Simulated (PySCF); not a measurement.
**C3H8SSi: electronic excitations at several levels of theory**

How much do the electronic excitations of C3H8SSi (`S[SiH]1CCC1`) depend on the level of theory, and what does each level cost?

Programs: PySCF 2.14.0, with density-fitted response routines of our own. Each step states its level of theory. These are calculated values for one molecule in the gas phase, unless marked as measured. Atoms are numbered from 0 throughout.

### Step 1. The molecule as given

13 atoms, charge 0, multiplicity 1; geometry from: GFN2-xTB. The atoms were then displaced at random by about 0.01 Å, so the start is not that level's minimum.

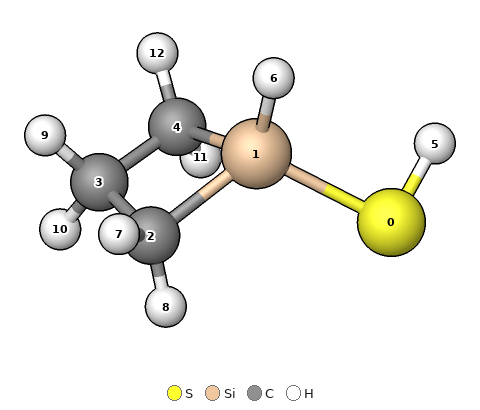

As it starts; sulfur yellow, silicon light orange, carbon grey, hydrogen white, atoms numbered.

### Step 2. Optimising the geometry at PBE0-D3(BJ)/def2-SVP

Job settings and geometry (Å):

```
{"job": {"xc": "PBE0", "basis": "def2-SVP", "d3": "d3bj", "grid": 1, "shake": 0.01, "kind": "geom"}, "charge": 0, "multiplicity": 1}
S      2.574390    -1.241100    -0.410460
Si     0.873150    -0.267460     0.551640
C     -0.846560    -1.022730     0.173530
C     -1.325390     0.365440    -0.244470
C     -0.034700     1.130720    -0.383050
H      3.432670    -0.282030    -0.085270
H      1.257520    -0.030290     1.948070
H     -1.358710    -1.466970     0.999090
H     -0.828240    -1.723420    -0.624410
H     -1.977220     0.790140     0.557930
H     -1.954220     0.340590    -1.149260
H      0.273270     1.251360    -1.406470
H     -0.080160     2.138890     0.062810
```

Run with:

```bash
$ OMP_NUM_THREADS=1 python probes_run.py task.json out
```

This one command runs all jobs of the session in turn.

The program printed:

```text
step   0  E = -806.13072016  max force = 0.027369
step   1  E = -806.13692965  max force = 0.005461
step   2  E = -806.13727032  max force = 0.001667
step   3  E = -806.13737968  max force = 0.001179
step   4  E = -806.13747950  max force = 0.002119
step   5  E = -806.13768737  max force = 0.003487
step   6  E = -806.13788476  max force = 0.003444
step   7  E = -806.13801591  max force = 0.001879
step   8  E = -806.13806254  max force = 0.000297
step   9  E = -806.13806906  max force = 0.000242
optimisation converged
```

Wall time 45 s (1 thread of Arm Neoverse V2, shared host); peak memory 0.5 GiB.

Along the way:

```tsv
step	energy from step 0 (eV)	largest force component (eV/Å)
0	0.0000	1.4074
1	-0.1690	0.2808
2	-0.1782	0.0857
3	-0.1812	0.0606
4	-0.1839	0.1090
5	-0.1896	0.1793
6	-0.1950	0.1771
7	-0.1985	0.0966
8	-0.1998	0.0153
9	-0.2000	0.0124
```

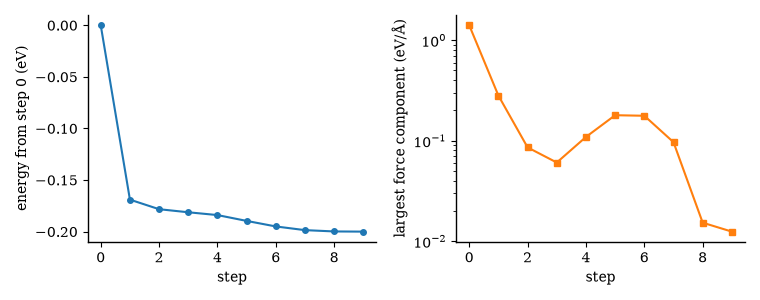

Energy and largest force along the relaxation.

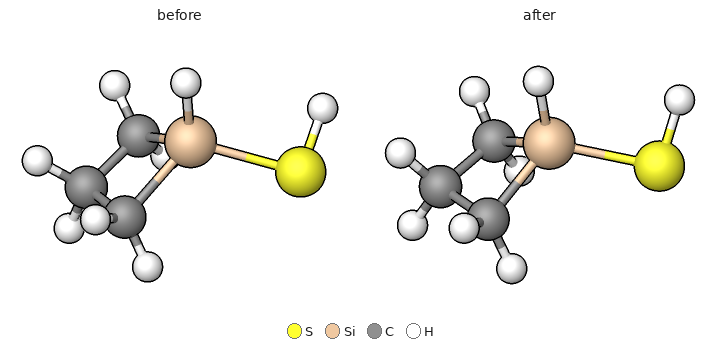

The geometry before (left) and after (right).

Distances of close pairs at the start and the end, largest changes first:

```tsv
bond	before (Å)	after (Å)	change (Å)
C3–C4	1.507	1.554	+0.047
C2–H8	1.062	1.103	+0.040
S0–Si1	2.184	2.152	-0.032
C2–H7	1.068	1.099	+0.031
Si1–C2	1.916	1.887	-0.029
Si1–H6	1.468	1.496	+0.028
C2–C3	1.527	1.554	+0.027
C4–H11	1.076	1.102	+0.027
```

The next job starts from the end point, and lists it.

```tsv
at the end point	value
point group (found at 0.08 Å tolerance)	C1
rotational constants (GHz, main isotopes)	7.316, 1.804, 1.641
dipole moment (D)	1.16
```

### Step 3. Excited states and response: PBE0/def2-SVP

Job settings and geometry (Å):

```
{"job": {"kind": "uv", "xc": "PBE0", "basis": "def2-SVP"}, "charge": 0, "multiplicity": 1}
S      2.664363    -0.984435    -0.450237
Si     0.904237    -0.091141     0.406720
C     -0.734072    -0.984702     0.126667
C     -1.348484     0.419877    -0.127091
C     -0.084002     1.239080    -0.507258
H      3.524439    -0.370151     0.390316
H      1.206537     0.254943     1.830184
H     -1.196628    -1.596039     0.913978
H     -0.700702    -1.580511    -0.800428
H     -1.786089     0.812610     0.804945
H     -2.146709     0.436532    -0.887316
H      0.113040     1.194526    -1.590677
H     -0.063629     2.291784    -0.192348
```

Level: TDDFT PBE0/def2-SVP, vertical, gas phase, core orbitals frozen in the response.

The program printed:

```text
coarse grid: 11472 points
cycle   1  E = -805.9932288974  dE =  3.393e-01  |g| = 3.893e-01  |ddm| = 3.541e+00
cycle   2  E = -805.9766000473  dE =  1.663e-02  |g| = 4.634e-01  |ddm| = 1.018e+00
cycle   3  E = -806.0372229603  dE = -6.062e-02  |g| = 4.071e-02  |ddm| = 5.644e-01
cycle   4  E = -806.0376197643  dE = -3.968e-04  |g| = 1.711e-02  |ddm| = 8.060e-02
cycle   5  E = -806.0377042976  dE = -8.453e-05  |g| = 3.583e-03  |ddm| = 3.092e-02
cycle   6  E = -806.0377085852  dE = -4.288e-06  |g| = 7.266e-04  |ddm| = 6.869e-03
final grid: 100272 points
cycle   7  E = -806.1273448001  dE = -1.600e-05  |g| = 7.184e-03  |ddm| = 2.632e-02
cycle   8  E = -806.1273342008  dE =  1.060e-05  |g| = 9.418e-03  |ddm| = 1.956e-02
cycle   9  E = -806.1273593135  dE = -2.511e-05  |g| = 4.378e-04  |ddm| = 1.137e-02
cycle  10  E = -806.1273593641  dE = -5.066e-08  |g| = 8.813e-05  |ddm| = 6.975e-04
cycle  11  E = -806.1273593665  dE = -2.386e-09  |g| = 2.059e-05  |ddm| = 1.629e-04
cycle  12  E = -806.1273593666  dE = -1.189e-10  |g| = 6.650e-06  |ddm| = 3.479e-05
converged SCF energy = -806.1273593666

Static polarisability (au): isotropic 69.693, principal 58.412 62.866 87.801

Singlet excitations
state   eV       nm        f      main configurations
  1   6.1972    200.1   0.00237   H->L 0.96
  2   6.7210    184.5   0.02113   H->L+1 0.93
  3   7.2474    171.1   0.03932   H->L+2 0.85
  4   7.4991    165.3   0.00531   H-1->L 0.79, H-1->L+1 0.12
  5   7.6689    161.7   0.02480   H-1->L+1 0.80, H-1->L 0.12
  6   7.8281    158.4   0.01578   H->L+3 0.48, H-2->L 0.38
  7   7.9750    155.5   0.00736   H-1->L+2 0.65, H->L+3 0.15, H-2->L+1 0.09
  8   8.1131    152.8   0.05411   H-2->L 0.38, H-1->L+2 0.17, H->L+4 0.17
  9   8.1256    152.6   0.01059   H-2->L+1 0.46, H->L+4 0.24, H-3->L 0.08
 10   8.2219    150.8   0.02586   H-3->L 0.73

Triplet excitations (Tamm-Dancoff, eV): 5.7089 6.1895 6.6680 7.0862
```

Wall time 11 s (1 thread of Arm Neoverse V2, shared host); peak memory 0.61 GiB.

The orbitals next to the gap, with their largest atomic shares:

```tsv
orbital	eV	atoms
HOMO−3	-8.85	S0 44 %, Si1 18 %, H6 14 %
HOMO−2	-8.60	Si1 26 %, S0 23 %, C4 22 %
HOMO−1	-8.05	C2 28 %, Si1 20 %, C3 14 %
HOMO	-7.13	S0 72 %, C4 13 %, Si1 7 %
LUMO	0.66	H5 34 %, S0 28 %, Si1 21 %
LUMO+1	0.95	Si1 48 %, S0 17 %, H5 7 %
LUMO+2	1.36	Si1 53 %, S0 11 %, C4 8 %
```

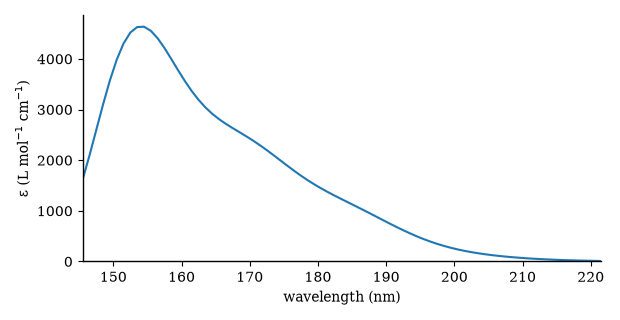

Absorption spectrum: each of the 10 states is a Gaussian band of 0.4 eV half-width at 1/e. Beyond the last state computed it falls off for lack of states.

Ground-state properties from the same run:

```tsv
property	computed
dipole moment (D)	1.16
polarisability (Å³)	10.33
HOMO–LUMO gap (eV)	7.79
−ε(HOMO) (eV)	7.13
```

### Step 4. Excited states and response: PBE0/def2-TZVP

Settings changed since step 3:

```diff
@@ -1,2 +1,2 @@
-{"job": {"kind": "uv", "xc": "PBE0", "basis": "def2-SVP"}, "charge": 0, "multiplicity": 1}
+{"job": {"kind": "uv", "xc": "PBE0", "basis": "def2-TZVP"}, "charge": 0, "multiplicity": 1}
 S      2.664363    -0.984435    -0.450237
```

Level: TDDFT PBE0/def2-TZVP, vertical, gas phase, core orbitals frozen in the response.

The program printed:

```text
coarse grid: 11472 points
cycle   1  E = -806.4497201211  dE =  3.629e-01  |g| = 4.351e-01  |ddm| = 2.615e+00
cycle   2  E = -806.4231387154  dE =  2.658e-02  |g| = 5.383e-01  |ddm| = 8.666e-01
cycle   3  E = -806.4992889107  dE = -7.615e-02  |g| = 5.110e-02  |ddm| = 4.958e-01
cycle   4  E = -806.4998709730  dE = -5.821e-04  |g| = 2.432e-02  |ddm| = 7.308e-02
cycle   5  E = -806.5000087002  dE = -1.377e-04  |g| = 4.334e-03  |ddm| = 2.591e-02
cycle   6  E = -806.5000131309  dE = -4.431e-06  |g| = 1.597e-03  |ddm| = 5.458e-03
final grid: 100272 points
cycle   7  E = -806.4941461140  dE = -4.123e-05  |g| = 8.211e-03  |ddm| = 4.012e-02
cycle   8  E = -806.4941353130  dE =  1.080e-05  |g| = 1.002e-02  |ddm| = 1.443e-02
cycle   9  E = -806.4941608003  dE = -2.549e-05  |g| = 9.476e-04  |ddm| = 8.794e-03
cycle  10  E = -806.4941610146  dE = -2.143e-07  |g| = 1.786e-04  |ddm| = 9.032e-04
cycle  11  E = -806.4941610231  dE = -8.485e-09  |g| = 4.991e-05  |ddm| = 2.300e-04
cycle  12  E = -806.4941610237  dE = -6.526e-10  |g| = 1.388e-05  |ddm| = 5.369e-05
converged SCF energy = -806.4941610237

Static polarisability (au): isotropic 78.978, principal 68.041 70.346 98.548

Singlet excitations
state   eV       nm        f      main configurations
  1   5.9256    209.2   0.00177   H->L 0.95
  2   6.4829    191.2   0.03573   H->L+1 0.90
  3   6.8357    181.4   0.03129   H->L+2 0.81
  4   7.1235    174.0   0.00478   H-1->L 0.75, H-1->L+1 0.16
  5   7.3021    169.8   0.01160   H-1->L+1 0.79, H-1->L 0.15
  6   7.4117    167.3   0.01789   H->L+3 0.63, H-2->L 0.20
  7   7.5325    164.6   0.01936   H-1->L+2 0.74, H-2->L 0.13
  8   7.7116    160.8   0.03670   H->L+4 0.68, H-2->L+1 0.25
  9   7.7468    160.0   0.04148   H-2->L 0.59, H->L+3 0.16, H-1->L+2 0.12
 10   7.8773    157.4   0.01206   H-3->L 0.78

Triplet excitations (Tamm-Dancoff, eV): 5.4472 5.9854 6.3443 6.7359
```

Wall time 28 s (1 thread of Arm Neoverse V2, shared host); peak memory 0.88 GiB.

Key values: HOMO -7.23 eV, LUMO 0.31 eV; lowest singlet 5.93 eV.

### Step 5. Excited states and response: PBE0/aug-cc-pVDZ

Settings changed since step 4:

```diff
@@ -1,2 +1,2 @@
-{"job": {"kind": "uv", "xc": "PBE0", "basis": "def2-TZVP"}, "charge": 0, "multiplicity": 1}
+{"job": {"kind": "uv", "xc": "PBE0", "basis": "aug-cc-pVDZ"}, "charge": 0, "multiplicity": 1}
 S      2.664363    -0.984435    -0.450237
```

With the program's defaults for keys left out, this is: TDDFT PBE0/aug-cc-pVDZ, vertical, gas phase, core orbitals frozen in the response.

The program printed:

```text
coarse grid: 11472 points
cycle   1  E = -806.3797454219  dE =  4.107e-01  |g| = 4.085e-01  |ddm| = 7.999e+00
cycle   2  E = -806.3545492835  dE =  2.520e-02  |g| = 5.074e-01  |ddm| = 1.992e+00
cycle   3  E = -806.4272688640  dE = -7.272e-02  |g| = 4.536e-02  |ddm| = 1.075e+00
cycle   4  E = -806.4278040320  dE = -5.352e-04  |g| = 1.762e-02  |ddm| = 1.540e-01
cycle   5  E = -806.4278944394  dE = -9.041e-05  |g| = 4.176e-03  |ddm| = 5.074e-02
cycle   6  E = -806.4279003426  dE = -5.903e-06  |g| = 8.511e-04  |ddm| = 1.207e-02
final grid: 100272 points
cycle   7  E = -806.4426968701  dE = -1.743e-05  |g| = 7.638e-03  |ddm| = 1.559e-01
cycle   8  E = -806.4426828643  dE =  1.401e-05  |g| = 1.034e-02  |ddm| = 4.145e-02
cycle   9  E = -806.4427133232  dE = -3.046e-05  |g| = 4.646e-04  |ddm| = 2.206e-02
cycle  10  E = -806.4427133816  dE = -5.845e-08  |g| = 1.069e-04  |ddm| = 1.431e-03
cycle  11  E = -806.4427133851  dE = -3.450e-09  |g| = 3.076e-05  |ddm| = 3.575e-04
cycle  12  E = -806.4427133854  dE = -2.854e-10  |g| = 8.827e-06  |ddm| = 1.060e-04
converged SCF energy = -806.4427133854

Static polarisability (au): isotropic 84.589, principal 73.242 76.297 104.229

Singlet excitations
state   eV       nm        f      main configurations
  1   5.7124    217.0   0.01232   H->L 0.87
  2   6.1136    202.8   0.02581   H->L+1 0.75, H->L+4 0.19
  3   6.5147    190.3   0.03086   H->L+2 0.86
  4   6.6093    187.6   0.04579   H->L+4 0.37, H->L+3 0.29, H->L+1 0.17
  5   6.7215    184.5   0.00814   H->L+3 0.64, H->L+4 0.21
  6   6.8320    181.5   0.01019   H-1->L 0.84
  7   6.9743    177.8   0.02885   H-1->L+1 0.79
  8   7.1309    173.9   0.00303   H->L+5 0.77
  9   7.2020    172.2   0.02125   H-1->L+2 0.83
 10   7.3330    169.1   0.00126   H-2->L 0.78

Triplet excitations (Tamm-Dancoff, eV): 5.3677 5.7926 6.1641 6.4597
```

Run time: 25 s. Hardware: 1 thread of Arm Neoverse V2, shared host; peak memory 0.84 GiB.

In short: HOMO -7.22 eV, LUMO -0.24 eV; lowest singlet 5.71 eV.

### Step 6. Ultraviolet spectrum: PBE0/def2-TZVPD

Settings changed since step 5:

```diff
@@ -1,2 +1,2 @@
-{"job": {"kind": "uv", "xc": "PBE0", "basis": "aug-cc-pVDZ"}, "charge": 0, "multiplicity": 1}
+{"job": {"kind": "uv", "xc": "PBE0", "basis": "def2-TZVPD"}, "charge": 0, "multiplicity": 1}
 S      2.664363    -0.984435    -0.450237
```

With the program's defaults for keys left out, this is: TDDFT PBE0/def2-TZVPD, vertical, gas phase, core orbitals frozen in the response.

The program printed:

```text
coarse grid: 11472 points
cycle   1  E = -806.4511991836  dE =  3.627e-01  |g| = 4.347e-01  |ddm| = 3.583e+00
cycle   2  E = -806.4239294401  dE =  2.727e-02  |g| = 5.397e-01  |ddm| = 1.364e+00
cycle   3  E = -806.5006380595  dE = -7.671e-02  |g| = 5.107e-02  |ddm| = 6.021e-01
cycle   4  E = -806.5012174444  dE = -5.794e-04  |g| = 2.427e-02  |ddm| = 9.640e-02
cycle   5  E = -806.5013552959  dE = -1.379e-04  |g| = 4.434e-03  |ddm| = 3.041e-02
cycle   6  E = -806.5013599033  dE = -4.607e-06  |g| = 1.599e-03  |ddm| = 9.835e-03
final grid: 100272 points
cycle   7  E = -806.4955041584  dE = -4.435e-05  |g| = 8.183e-03  |ddm| = 2.029e-01
cycle   8  E = -806.4954932586  dE =  1.090e-05  |g| = 1.001e-02  |ddm| = 1.864e-02
cycle   9  E = -806.4955187745  dE = -2.552e-05  |g| = 9.412e-04  |ddm| = 1.098e-02
cycle  10  E = -806.4955189864  dE = -2.119e-07  |g| = 1.805e-04  |ddm| = 1.333e-03
cycle  11  E = -806.4955189951  dE = -8.641e-09  |g| = 5.211e-05  |ddm| = 3.529e-04
cycle  12  E = -806.4955189958  dE = -7.165e-10  |g| = 1.419e-05  |ddm| = 1.003e-04
converged SCF energy = -806.4955189958

Static polarisability (au): isotropic 84.503, principal 73.265 76.309 103.934

Singlet excitations
state   eV       nm        f      main configurations
  1   5.7474    215.7   0.00529   H->L 0.86
  2   6.1786    200.7   0.03640   H->L+1 0.84
  3   6.6048    187.7   0.03378   H->L+2 0.81
  4   6.8464    181.1   0.00675   H-1->L 0.53, H->L+3 0.17, H-1->L+1 0.13
  5   6.9101    179.4   0.05231   H->L+3 0.60, H-1->L 0.26
  6   7.0190    176.6   0.00146   H->L+4 0.62, H-1->L 0.11
  7   7.0270    176.4   0.02986   H-1->L+1 0.72
  8   7.2709    170.5   0.02640   H-1->L+2 0.74, H-2->L 0.08
  9   7.3374    169.0   0.00749   H->L+5 0.78
 10   7.4067    167.4   0.00642   H-2->L 0.62

Triplet excitations (Tamm-Dancoff, eV): 5.3356 5.8134 6.1721 6.5755
```

Run time: 39 s. Hardware: 1 thread of Arm Neoverse V2, shared host; peak memory 1.1 GiB.

Key values: HOMO -7.27 eV, LUMO -0.10 eV; lowest singlet 5.75 eV.

### Step 7. Excited states and response: PBE0/6-31+G*

Settings changed since step 6:

```diff
@@ -1,2 +1,2 @@
-{"job": {"kind": "uv", "xc": "PBE0", "basis": "def2-TZVPD"}, "charge": 0, "multiplicity": 1}
+{"job": {"kind": "uv", "xc": "PBE0", "basis": "6-31+G*"}, "charge": 0, "multiplicity": 1}
 S      2.664363    -0.984435    -0.450237
```

Method: TDDFT PBE0/6-31+G*, vertical, gas phase, core orbitals frozen in the response.

The program printed:

```text
coarse grid: 11472 points
cycle   1  E = -806.3980815622  dE =  3.978e-01  |g| = 4.179e-01  |ddm| = 3.551e+00
cycle   2  E = -806.3761226871  dE =  2.196e-02  |g| = 5.054e-01  |ddm| = 1.624e+00
cycle   3  E = -806.4488445776  dE = -7.272e-02  |g| = 4.330e-02  |ddm| = 9.460e-01
cycle   4  E = -806.4493172117  dE = -4.726e-04  |g| = 1.779e-02  |ddm| = 1.338e-01
cycle   5  E = -806.4494193322  dE = -1.021e-04  |g| = 3.303e-03  |ddm| = 5.696e-02
cycle   6  E = -806.4494229909  dE = -3.659e-06  |g| = 7.071e-04  |ddm| = 1.344e-02
final grid: 100272 points
cycle   7  E = -806.3888762738  dE = -1.475e-05  |g| = 7.787e-03  |ddm| = 4.599e-02
cycle   8  E = -806.3888628773  dE =  1.340e-05  |g| = 1.039e-02  |ddm| = 2.955e-02
cycle   9  E = -806.3888940331  dE = -3.116e-05  |g| = 4.480e-04  |ddm| = 1.712e-02
cycle  10  E = -806.3888940875  dE = -5.435e-08  |g| = 9.969e-05  |ddm| = 1.103e-03
cycle  11  E = -806.3888940905  dE = -3.035e-09  |g| = 2.592e-05  |ddm| = 2.710e-04
cycle  12  E = -806.3888940907  dE = -1.953e-10  |g| = 8.356e-06  |ddm| = 6.332e-05
converged SCF energy = -806.3888940907

Static polarisability (au): isotropic 77.167, principal 66.988 68.129 96.383

Singlet excitations
state   eV       nm        f      main configurations
  1   5.7773    214.6   0.01234   H->L 0.90
  2   6.1420    201.9   0.03048   H->L+1 0.84
  3   6.6099    187.6   0.03824   H->L+2 0.81
  4   6.7551    183.5   0.04951   H->L+3 0.64, H->L+1 0.09, H->L+2 0.09
  5   6.9306    178.9   0.01808   H-1->L 0.55, H->L+4 0.21, H->L+3 0.10
  6   6.9982    177.2   0.00428   H->L+4 0.52, H-1->L 0.29
  7   7.0478    175.9   0.03144   H-1->L+1 0.78, H-1->L 0.12
  8   7.3116    169.6   0.02789   H-1->L+2 0.85
  9   7.3730    168.2   0.00151   H->L+5 0.76, H-2->L 0.12
 10   7.4641    166.1   0.00246   H-2->L 0.74, H->L+5 0.12

Triplet excitations (Tamm-Dancoff, eV): 5.3910 5.7977 6.2421 6.5955
```

Wall time 11 s (1 thread of Arm Neoverse V2, shared host); peak memory 0.63 GiB.

Key values: HOMO -7.22 eV, LUMO -0.09 eV; lowest singlet 5.78 eV.

### Step 8. Run by run: electronic excitations

Excitations and ground-state properties, with basis size and wall time:

```tsv
run	lowest singlet (eV)	brightest (eV)	f	gap (eV)	α (Å³)	μ (D)	functions	time
PBE0/def2-SVP	6.20	8.11	0.054	7.79	10.33	1.16	118	11 s
PBE0/def2-TZVP	5.93	7.75	0.041	7.54	11.70	1.15	215	28 s
PBE0/aug-cc-pVDZ	5.71	6.61	0.046	6.97	12.53	1.25	195	25 s
PBE0/def2-TZVPD	5.75	6.91	0.052	7.16	12.52	1.16	272	39 s
PBE0/6-31+G*	5.78	6.76	0.050	7.13	11.43	1.43	114	11 s
```

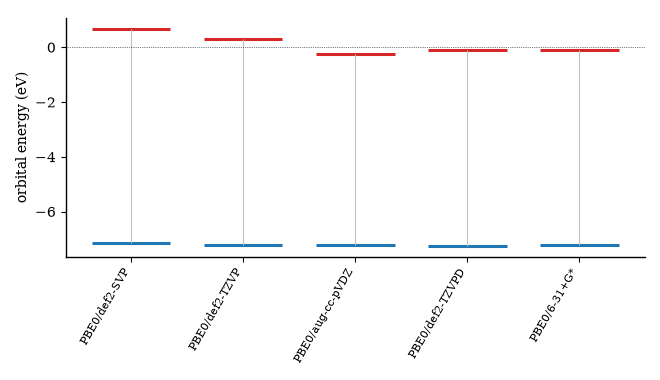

HOMO (blue) and LUMO (red) run by run.

### Step 9. Summary of results

| quantity | value |
| --- | --- |
| point group | C1 |
| rotational constants (main isotopes) | 7.32, 1.80, 1.64 GHz |
| lowest singlet (PBE0/def2-SVP) | 6.20 eV (200 nm), f = 0.002 |
| brightest single state of those computed | state 8, 8.11 eV, f = 0.054 |
| lowest triplet | 5.71 eV |
| range of the lowest singlet | 5.71 to 6.20 eV |

What this shows: Single values in the summary come from the first run of each kind that ended normally (PBE0/def2-SVP), which need not be the best level. Over 9 steps the energy fell by 0.200 eV; of the close pairs, C3–C4 changed most, 1.507 to 1.554 Å. No frequency check was run at this level, so the end point may be a saddle. The first singlet state (HOMO→LUMO 0.96) lies at 6.20 eV and is weak; of the 10 states computed, the strongest absorption comes from states 8 to 9 together at 8.11 eV. The lowest triplet lies 0.49 eV below the lowest singlet (triplets in Tamm-Dancoff, singlets in full TDDFT). States above −ε(HOMO) lie where TDDFT describes them poorly and they hang on the basis; the brightest is among them. The basis of PBE0/def2-SVP has no diffuse functions, so Rydberg states are missing and the high states are unreliable. The lowest singlet runs from 5.71 eV (PBE0/aug-cc-pVDZ) to 6.20 eV (PBE0/def2-SVP), while the orbital gap spans 6.97 to 7.79 eV. The lowest state need not be the same one in every run. The runs solved for a few states only, so the brightest column depends on that window.
